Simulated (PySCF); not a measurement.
# CH12OSi4: what the fields show

The calculation's input:

```
{"job": {"xc": "B97-2", "basis": "pcSseg-1", "solvent": "dimethylsulfoxide", "kind": "nmr", "pop": true}, "charge": 0, "multiplicity": 1}
C     -3.355945     0.695821    -0.153123
Si    -1.478172     0.552842    -0.436887
Si    -0.612318    -1.395983     0.494568
Si     1.687371    -1.513319     0.565137
O      2.155935    -0.154295    -0.203205
Si     2.992224     1.125756    -0.715956
H     -3.593021     0.696539     0.906916
H     -3.760237     1.609072    -0.580095
H     -3.884627    -0.139239    -0.603631
H     -0.865060     1.764813     0.131312
H     -1.260347     0.635154    -1.891013
H     -1.142252    -2.580594    -0.212161
H     -1.150567    -1.599609     1.856140
H      2.337870    -2.608012    -0.165741
H      2.319158    -1.475536     1.890941
H      2.915005     2.133576     0.340211
H      2.309801     1.537059    -1.939934
H      4.376424     0.722273    -0.959146
```

Run with:

```sh
OMP_NUM_THREADS=1 python ens_run.py task.json out
```

Geometry: GFN2-xTB.

Computed with B97-2/pcSseg-1, SCF density, in a dimethylsulfoxide solvent model, non-relativistic (PySCF 2.14.0).

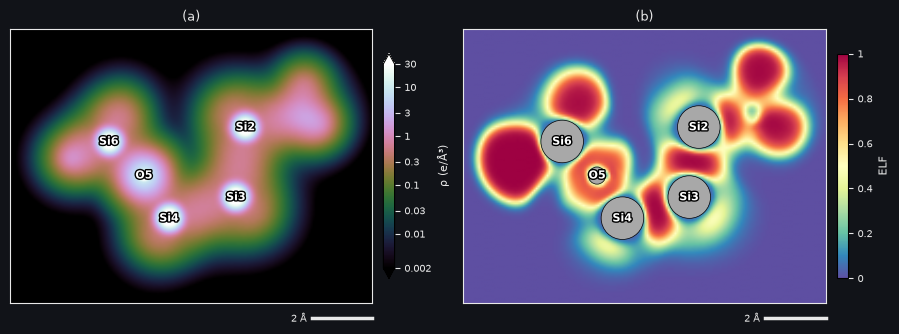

Figure 1. (a) total electron density; (b) ELF on the plane of atoms Si3, Si4 and O5. Grey discs cover the atomic cores in the ELF map.

Question: Read the bonding off the picture.

Answer:
- The plane passes through Si and O nuclei.
- Si–O (1.61 Å): ρ at the midpoint is about 1.1 e/Å³; the ELF peaks at about 0.85 between the atoms: a short, strongly polar bond.
- Si–Si (2.30 Å): ρ is about 0.69 e/Å³ halfway; the ELF peaks at about 1 between the atoms (a shared electron pair).

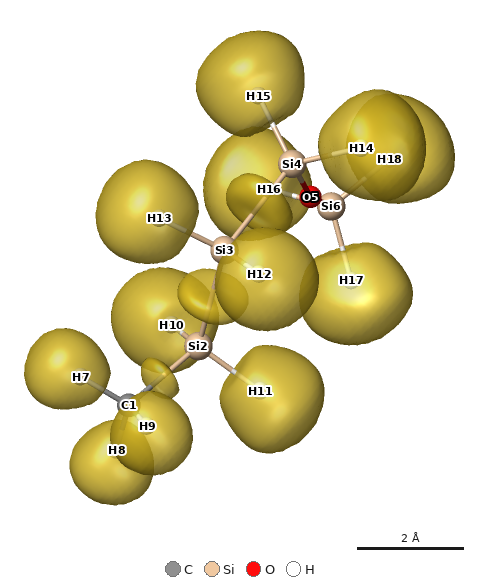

Figure 2. Isosurface of the ELF at 0.9 (yellow), seen at an oblique angle. Only the valence region is drawn (cores and ρ < 0.01 e/Å³ removed).

Question: Where are the electrons localised?

Answer: At this value the surface marks out one region between bonded C–Si atoms (shared pairs), two regions between bonded Si–Si atoms (shared pairs) and twelve regions around hydrogen nuclei. Profiles from the grid: C–Si (1.90 Å): the ELF peaks at about 0.95 between the atoms (localised, covalent bonding).

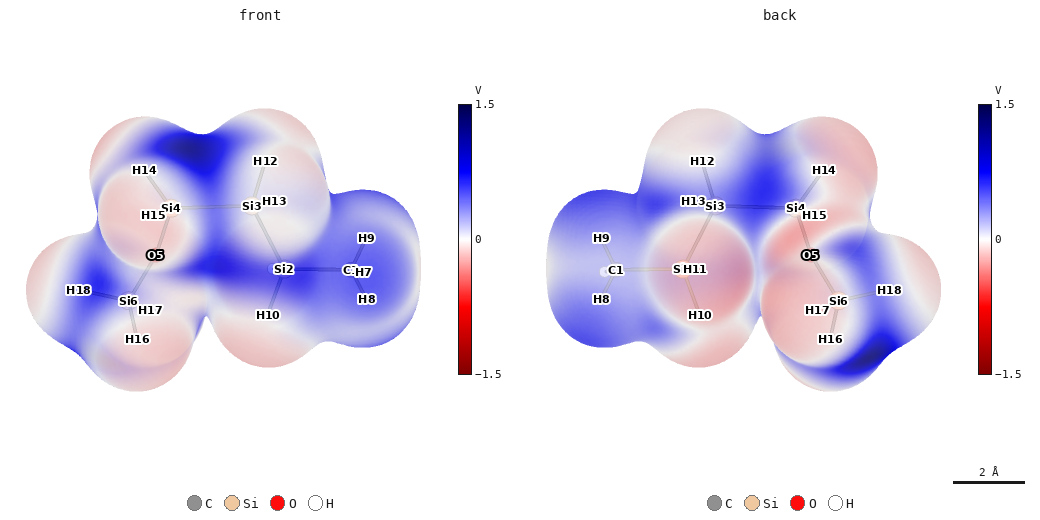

Figure 3. The electrostatic potential painted on the density surface at 0.001 e/bohr³, seen from the front and from behind; red is negative and blue positive.

Question: Which sites attract a positive test charge, and which a negative one?

Answer: A positive charge is drawn to the negative regions and a negative charge to the positive ones. The most negative region (about −0.3 V) lies over O5, H11 and H17, the most positive (about +1.2 V) over Si4 and Si6.

Question: What dipole moment does the calculation give?

Answer: Its dipole moment is 0.64 D.
